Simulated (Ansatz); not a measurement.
# Ir2Ru: one candidate of a structure search, part 2 of 2

The task: take a trial cell of Ir2Ru to zero force and stress, then test the end with a random kick.

Ansatz 0.2.0; DFT PBE, scalar-relativistic, plane waves, PAW. Earlier steps stand in the parts before.

## (7) Kicked and relaxed without symmetry

Atoms are moved at random (σ = 0.1 Å a coordinate) and the cell is strained at random (σ = 1.5 % a component).

The input, input.yaml:

```yaml
crystal:
  lattice:
    - [2.7355255441, 0.0273845936, -0.0142565076]
    - [0.0474314066, 4.8456082334, -0.0643461642]
    - [-0.0683979902, -0.1782346928, 13.4186592008]
  atoms:
    - { symbol: Ru, position: [-0.0106563116, 0.0164363362, 0.6641740434] }
    - { symbol: Ru, position: [0.4914906025, 0.4716290971, 0.6622520081] }
    - { symbol: Ru, position: [0.0490834831, 0.0096713073, 0.3435203887] }
    - { symbol: Ru, position: [0.5390619637, 0.5300399634, 0.3352019487] }
    - { symbol: Ir, position: [-0.0323047764, 0.0405374108, 0.002766788] }
    - { symbol: Ir, position: [0.4897731755, 0.5173903047, 0.0050494352] }
    - { symbol: Ir, position: [0.0050127133, 0.3509050793, 0.8372168016] }
    - { symbol: Ir, position: [0.4989209139, 0.8159607839, 0.8143187383] }
    - { symbol: Ir, position: [0.0251631919, 0.3414264238, 0.1711548866] }
    - { symbol: Ir, position: [0.4852326938, 0.8382064767, 0.167202399] }
    - { symbol: Ir, position: [0.0336756554, 0.2647592199, 0.4911612815] }
    - { symbol: Ir, position: [0.425546695, 0.8030375968, 0.505981281] }
basis:
  ecutwfc: 420
kpoints:
  mp_grid: { grid: [8, 6, 2] }
hamiltonian:
  xc: pbe
scf:
  occupations: { method: gaussian, width: 0.2 }
  lower_state_search: "off"
output:
  forces: true
  stress: true
  eigenvalues: true
relax:
  adjacent_minimum: "off"
  f_tol: 0.025
  max_steps: 60
  cell: { stress_tol: 0.25 }
```

Started as:

```bash
$ ansatz run input.yaml --threads 4 --pin off --max-ram 8192MiB --backend cpu --events-out ev --progress --plain --runs-dir out
```

The program printed:

```text
Warning: RAYON_NUM_THREADS=4 ignored (pool sized by the plan → 4); use --threads N
Engine: ansatz 0.2.0, x86_64-unknown-linux-gnu
Pseudopotentials: kind: paw
Pseudopotential: Ru, paw, valence charge 16, recommended cutoff 420 eV (normal), Ru.paw.azcp
Pseudopotential: Ir, paw, valence charge 17, recommended cutoff 420 eV (normal), Ir.paw.azcp
Functional definition: PBE
  parameter kappa = 0.804
  parameter beta = 0.06672455060314922
  exchange = pbe_x(kappa = kappa, mu = beta*pi^2/3)
  correlation = pbe_c(beta = beta)
Crystal: 12 atoms, lattice volume = 177.815 Å³
Basis set: ecut = 420 eV, 3487 PW (Γ), exchange–correlation on 40×72×180 points (8 copies of the dense FFT grid, shifted against one another)
Bands: 120, of which v1, the nominal top of the filled ones, is band 100 counted from 1 (99 counted from 0)
Symmetry: 1 space group operations
Space group: P1 (ITA 1), of the structure as read, at distance tolerance 5.6e-5 Å
k-points: 52 of 96 (time reversal used)
Non-local potential: Ru, projectors of the file, l = 0: 3, l = 1: 2, l = 2: 2, l = 3: 1
Non-local potential: Ir, projectors of the file, l = 0: 3, l = 1: 2, l = 2: 2, l = 3: 1
PAW form: soft (Blöchl's): semilocal exchange-correlation on the pseudo side does not see the compensation charge
PAW one-centre angular grid: Ru, 590 points (default); XC on 64 Gauss nodes
PAW one-centre angular grid: Ir, 590 points (default); XC on 64 Gauss nodes
Initial density: superposition of atomic densities (neutral atoms: chi_scale 0, normalization atom), corrected by the library's trained network
Initial wavefunctions: pseudopotential atomic-orbital guess
Functional: x = pbe(κ = 0.804, μ = 0.2195149727645171), c = pbe(β = 0.06672455060314922)
SCF iter   1: F=—  HF=-118995.113591 eV  |F-HF|=—  |Δ(HF+E_count)|=         —  Δρ=1.78e-2  dr2=6.40e0  ethr=1.77e-3  ⟨swp⟩=5.2  Hψ=19000  notcnv=0
preconditioner: auto → Kerker (q_TF=auto, 2.782 Å⁻¹)  [metal: Δε(μ)=0.001 eV  Ē_g=5.772 eV  σ=0.200 eV  W_gap=0.00  n_scr=70 (ndim 8)  ℏωp=28.4 eV  f_vac=0.000  D(μ)=13.35/eV (n_scr^D=158)]
SCF iter   2: F=—  HF=-118995.070776 eV  |F-HF|=—  |Δ(HF+E_count)|=   4.28e-2  Δρ=9.31e-3  dr2=2.25e0  ethr=1.77e-3  ⟨swp⟩=1.0  Hψ=7176  notcnv=0
SCF iter   3: F=—  HF=-118995.045717 eV  |F-HF|=—  |Δ(HF+E_count)|=   2.51e-2  Δρ=1.36e-3  dr2=7.84e-2  ethr=1.13e-3  ⟨swp⟩=1.0  Hψ=5989  notcnv=0
SCF iter   4: F=—  HF=-118995.043095 eV  |F-HF|=—  |Δ(HF+E_count)|=   2.62e-3  Δρ=3.94e-4  dr2=4.61e-3  ethr=3.92e-5  ⟨swp⟩=1.0  Hψ=5989  notcnv=0
SCF iter   5: F=—  HF=-118995.042991 eV  |F-HF|=—  |Δ(HF+E_count)|=   1.04e-4  Δρ=1.38e-4  dr2=3.76e-5  ethr=2.31e-6  ⟨swp⟩=1.0  Hψ=5993  notcnv=0
SCF iter   6: F=—  HF=-118995.043034 eV  |F-HF|=—  |Δ(HF+E_count)|=   4.30e-5  Δρ=3.53e-5  dr2=2.91e-6  ethr=1.88e-8  ⟨swp⟩=2.1  Hψ=10748  notcnv=0
SCF iter   7: F=—  HF=-118995.043034 eV  |F-HF|=—  |Δ(HF+E_count)|=   1.23e-7  Δρ=9.39e-6  dr2=2.44e-7  ethr=1.45e-9  ⟨swp⟩=2.2  Hψ=9352  notcnv=0
SCF iter   8: F=-118995.043033 eV  HF=-118995.043034 eV  |F-HF|=2.81e-8  |Δ(HF+E_count)|=   1.71e-8  Δρ=2.08e-6  dr2=3.26e-8  ethr=5.00e-11  ⟨swp⟩=7.6  Hψ=19030  notcnv=0
SCF 1 converged in 8 iterations: F = -118995.043033 eV  dr2 = 3.26e-8
relax step   1: F+E_penalty+E_count = -118995.04303348 eV  Δ(F+E_penalty+E_count) = +0.000e0 eV  max|allowed force component| = 4.897e0 eV/Å  Δτ_max = 0.0000 Å  P = -3.799 GPa  Ω = 177.815 Å³  (8 SCF iters, dr2 threshold 1.00e-7 eV, accepted)
[... from here on, the SCF cycles and remarks between the steps are left out ...]
relax step   2: F+E_penalty+E_count = -118996.87543008 eV  Δ(F+E_penalty+E_count) = -1.832e0 eV  max|allowed force component| = 1.033e0 eV/Å  Δτ_max = 0.1945 Å  P = +5.083 GPa  Ω = 169.655 Å³  energy of the carried Pulay correction = +3.845e-3 eV  (6 SCF iters, dr2 threshold 1.20e-6 eV, accepted)
relax step   3: F+E_penalty+E_count = -118997.34967884 eV  Δ(F+E_penalty+E_count) = -4.742e-1 eV  max|allowed force component| = 6.931e-2 eV/Å  Δτ_max = 0.2000 Å  P = -1.534 GPa  Ω = 172.265 Å³  energy of the carried Pulay correction = +2.595e-3 eV  (7 SCF iters, dr2 threshold 1.20e-6 eV, accepted)
relax step   4: F+E_penalty+E_count = -118997.35950733 eV  Δ(F+E_penalty+E_count) = -9.828e-3 eV  max|allowed force component| = 2.294e-2 eV/Å  Δτ_max = 0.0114 Å  P = -0.104 GPa  Ω = 171.517 Å³  energy of the carried Pulay correction = +2.951e-3 eV  (6 SCF iters, dr2 threshold 1.20e-6 eV, accepted)
relax step   5: F+E_penalty+E_count = -118997.35965160 eV  Δ(F+E_penalty+E_count) = -1.443e-4 eV  max|allowed force component| = 2.645e-2 eV/Å  Δτ_max = 0.0080 Å  P = +0.001 GPa  Ω = 171.463 Å³  energy of the carried Pulay correction = +2.977e-3 eV  (6 SCF iters, dr2 threshold 3.09e-7 eV, accepted)
relax step   6: F+E_penalty+E_count = -118997.36002165 eV  Δ(F+E_penalty+E_count) = -3.701e-4 eV  max|allowed force component| = 2.511e-3 eV/Å  Δτ_max = 0.0036 Å  P = +0.016 GPa  Ω = 171.454 Å³  energy of the carried Pulay correction = +2.981e-3 eV  (6 SCF iters, dr2 threshold 4.37e-8 eV, accepted)
relax step   7: F+E_penalty+E_count = -118997.35636607 eV  Δ(F+E_penalty+E_count) = +3.656e-3 eV  max|allowed force component| = 2.446e-3 eV/Å  Δτ_max = 0.0000 Å  P = +0.040 GPa  Ω = 171.454 Å³  stress off target by 6.09e-2 GPa  SCF on the basis re-selected at this cell (its energy is not comparable with the rows above)  (6 SCF iters)
basis re-selected at this cell: Δ(F+E_penalty+E_count) = +3.656e-3 eV, ΔP = +0.024 GPa vs the last step (what re-selecting the basis moved, of the pressure what is left beyond the Pulay correction that the steps carried, after the strain that the cell walked since its last selection, with what the two solves' SCF thresholds leave and, on support functions, any second-order correction that the steps lacked; it is no measure of the basis error at this ecutwfc). The dense FFT grid was sized anew with the basis: this SCF ran on 20×32×90 points, the steps before it on 20×36×90, so part of this shift can come from that change (see relax.cell in the input reference). This SCF's stress stands 6.09e-2 GPa from its target on what of the cell is left free (relax.cell.stress_tol is 2.50e-1 GPa) and its largest allowed force component is 2.45e-3 eV/Å (relax.f_tol is 2.50e-2 eV/Å): within both
SCF converged after 6 iterations
Free energy (F): -118997.356366 eV
Harris-Foulkes:  -118997.356366 eV  (|F-HF|=1.46e-11)
Internal energy: -118997.094702 eV  (E = F + TS)
E sigma→0 (E₀):  -118997.225534 eV
Entropy (-TS):   -0.261664 eV (-21.805 meV/atom)
Fermi energy:    24.506208 eV
--- Per-component energies (eV) ---
  E_band       = -999.161242
  E_kinetic    = 7032.462840
  E_local      = -13865.948814  (includes V_loc(G=0)·N_el)
  E_nonlocal   = 1952.939638
  E_hartree    = 4988.383544
  E_xc         = -2904.018902
  E_vxc        = -3355.154220  (∫ρ·V_xc dr)
  E_paw        = -87629.286564  (= ΣΔE_a)
  E_vpaw       = -2740.227678  (= ΣTr[D̂ρ^β])
  E_aug_tail   = -0.000205  (compensation charges beyond the density's cutoff)
  E_ewald      = -28571.626239
  E_smearing   = -0.261664  (= −TS)
  E_closure    = 0.000000  (closes the sum)
  Σ components = -118997.356366   (vs F -118997.356366, Δ=0.00e0)
--- Forces (eV/Å), atoms counted from 1 ---
  atom   1  Ru    -0.00058335     0.00149834     0.00021881
  atom   2  Ru    -0.00027889     0.00069838    -0.00015383
  atom   3  Ru     0.00094139     0.00129164    -0.00110196
  atom   4  Ru     0.00071670     0.00174077    -0.00030379
  atom   5  Ir    -0.00020110     0.00006401    -0.00007259
  atom   6  Ir    -0.00007422     0.00118535    -0.00049085
  atom   7  Ir    -0.00001023    -0.00074809    -0.00038639
  atom   8  Ir     0.00019892    -0.00051654     0.00003025
  atom   9  Ir     0.00002669    -0.00110380     0.00104134
  atom  10  Ir     0.00020247    -0.00018989     0.00052775
  atom  11  Ir    -0.00019805    -0.00147458    -0.00063904
  atom  12  Ir    -0.00073999    -0.00244600     0.00133044
  max |Σ_I F_I| component: 3.95e-7 eV/Å
--- Stress (GPa, compression-positive) ---
        0.021614       0.007167       0.012174
        0.007167       0.050866       0.006818
        0.012174       0.006818       0.047677
  P = ⅓ Tr σ = 0.0401 GPa (0.401 kbar)
--- Band table (eV; the first three rows and the last of 52) ---
  k-point 0: bands = ["-68.4063", "-68.3806", "-68.3770", "-68.3687", "-68.3398", "-68.3394", "-68.2713", "-68.2368", "-48.7612", "-48.7608", "-48.6723", "-48.6723", "-25.5344", "-25.5268", "-25.5166", "-25.4845", "-25.4472", "-25.3202", "-25.2952", "-25.2510", "-25.2417", "-25.1494", "-25.1299", "-25.1287", "-25.1019", "-25.0261", "-24.9979", "-24.9883", "-24.9874", "-24.9837", "-24.9797", "-24.9711", "-24.9679", "-24.9566", "-24.8730", "-24.8559", "-18.9876", "-18.9807", "-18.8322", "-18.8084", "-18.7396", "-18.7353", "-18.5178", "-18.5162", "-18.3648", "-18.3642", "-18.3484", "-18.3479", "14.0624", "15.2250", "15.4272", "16.5540", "16.9272", "17.0120", "17.2732", "17.4233", "17.6651", "17.9215", "17.9385", "18.1432", "18.1886", "18.9505", "19.0012", "19.4300", "19.7204", "20.3777", "20.6421", "20.6709", "20.7152", "20.7226", "20.7547", "20.8073", "20.8871", "20.9178", "21.1032", "21.1453", "21.2756", "21.5279", "21.5502", "21.5602", "21.5753", "21.5943", "21.6567", "21.7383", "21.7502", "21.9601", "21.9859", "22.0212", "22.3420", "22.3844", "22.4874", "22.5838", "23.5276", "23.5287", "23.5526", "23.5552", "23.8014", "24.0915", "24.4269", "24.6907", "24.7120", "24.9216", "24.9285", "25.0018", "25.0545", "25.0880", "25.1123", "25.2634", "25.4055", "25.4084", "25.5675", "25.7440", "25.7549", "25.7969", "25.8230", "25.8457", "27.5964", "27.9634", "28.3662", "29.2556"]
[... 3 lines left out ...]
--- Relaxed structure (6 steps of the walk, 6 accepted, 1 SCFs on fresh bases) ---
  F+E_penalty+E_count = -118997.35636607 eV   max|allowed force component| = 2.446e-3 eV/Å   (the final SCF, on the basis selected at the relaxed cell)
  cell:  # Å, volume = 171.4544 Å³
    - [2.7412670107350574, -2.7627111951363827e-5, -0.00016637545395272943]
    - [-0.00011954154950759679, 4.755381880207724, -0.00012586578007937888]
    - [-0.0008035630877476357, -0.0005978501572886097, 13.152605923317267]
  atoms:
    - { symbol: Ru, position: [6.467824859858983e-5, -0.0004878268806084477, 0.6651210473811519] }
    - { symbol: Ru, position: [0.500052385063061, 0.49953728463035646, 0.665123611671308] }
    - { symbol: Ru, position: [-6.267802495330266e-5, -0.0004915207961380346, 0.33488043782559446] }
    - { symbol: Ru, position: [0.4999415209939114, 0.4994871616700197, 0.3348791339763536] }
    - { symbol: Ir, position: [2.674782160631063e-6, -0.0011670600589654934, 8.745338759113005e-7] }
    - { symbol: Ir, position: [0.4999997961761837, 0.4988212881646111, 1.2792970746247274e-6] }
    - { symbol: Ir, position: [4.51129240865504e-5, 0.3340811860853756, 0.8291901437530086] }
    - { symbol: Ir, position: [0.5000424407645468, 0.8340812141989794, 0.8291908181137742] }
    - { symbol: Ir, position: [-5.8827782898813674e-5, 0.3340598674932268, 0.17080528605884066] }
    - { symbol: Ir, position: [0.49993604058979607, 0.834049183415659, 0.1708096056371609] }
    - { symbol: Ir, position: [1.0236762066314188e-5, 0.3340108109829368, 0.500005701931169] }
    - { symbol: Ir, position: [0.5000266196034406, 0.8340184109945464, 0.4999920599206872] }
```

Run time: 2.2 min. Hardware: 4 threads of Intel Xeon 6975P-C (Granite Rapids), shared host; peak memory 1.2 GiB.

Relaxation path:

```
step  E - E(step 1) (eV/cell)  largest force component (eV/Å)  pressure (GPa)  volume (Å³)
   1                   0.0000                          4.8967           -3.80       177.81
   2                  -1.8324                          1.0333            5.08       169.65
   3                  -2.3066                          0.0693           -1.53       172.26
   4                  -2.3165                          0.0229           -0.10       171.52
   5                  -2.3166                          0.0265            0.00       171.46
   6                  -2.3170                          0.0025            0.02       171.45
   7                  -2.3133                          0.0024            0.04       171.45
```

Step 1 is the start. Step 7 repeats the geometry before it on a plane-wave basis chosen anew for that cell, so its energy need not be comparable with the rows above.

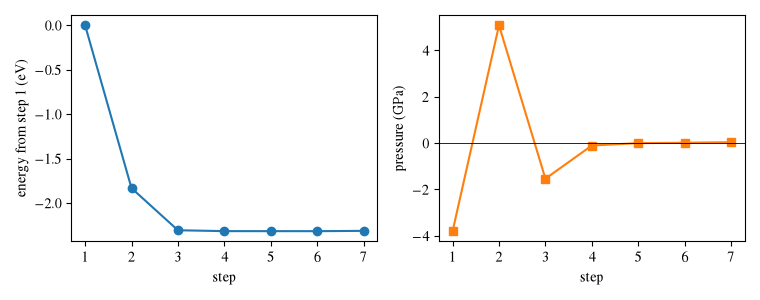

Energy and pressure along the relaxation.

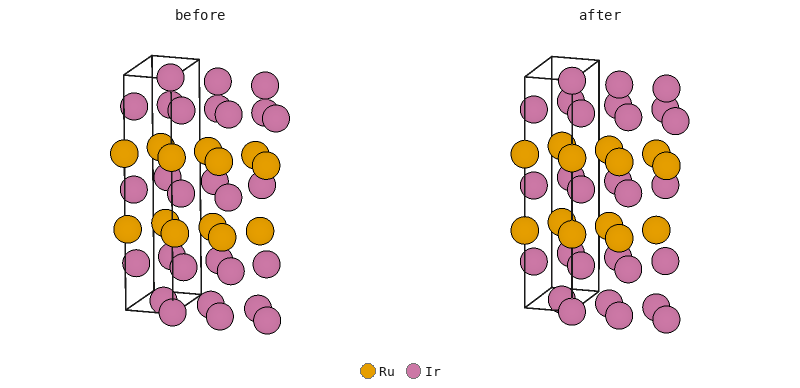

Before and after, at one scale.

|  | before | after | change |
| --- | --- | --- | --- |
| a (Å) | 2.736 | 2.741 | +0.2 % |
| b (Å) | 4.846 | 4.755 | -1.9 % |
| c (Å) | 13.420 | 13.153 | -2.0 % |
| α (°) | 91.52 | 90.00 | -1.7 % |
| β (°) | 90.60 | 90.01 | -0.7 % |
| γ (°) | 88.86 | 90.00 | +1.3 % |
| volume (Å³/atom) | 14.82 | 14.29 | -3.6 % |
| shortest distance (Å) | 2.308 | 2.675 | +15.9 % |
| space group (0.01 Å) | P1 | Amm2 | changed |

Against the unmoved cell on the same mesh the energy changed by -0.2 meV/atom and the volume by +0.1 %. At a tolerance of 0.1 Å, which suits this loose relaxation, its space group is P-6m2.

## (8) What came out

What follows sums up all 2 parts.

```
                              quantity                                                                        value
symmetry at the end (tolerance 0.05 Å)                                                  space group P-6m2 (No. 187)
                     conventional cell  a = 2.742 Å, b = 2.742 Å, c = 13.156 Å, α = 90.00°, β = 90.00°, γ = 120.00°
                                volume                                                                14.28 Å³/atom
              energy over the elements                                                                 0.00 eV/atom
                       gap on the mesh                                                                 none (metal)
```

What this shows: The space group P-6m2 (No. 187) is kept, at nearly the size of the first guess. The formation energy of this structure is too near zero to say whether it is bound against the elements. It survived the kick, though modes of other wave vectors, which need another repeat, weren't probed. Spin-orbit coupling is left out for Ir. Other magnetic orders were not searched.
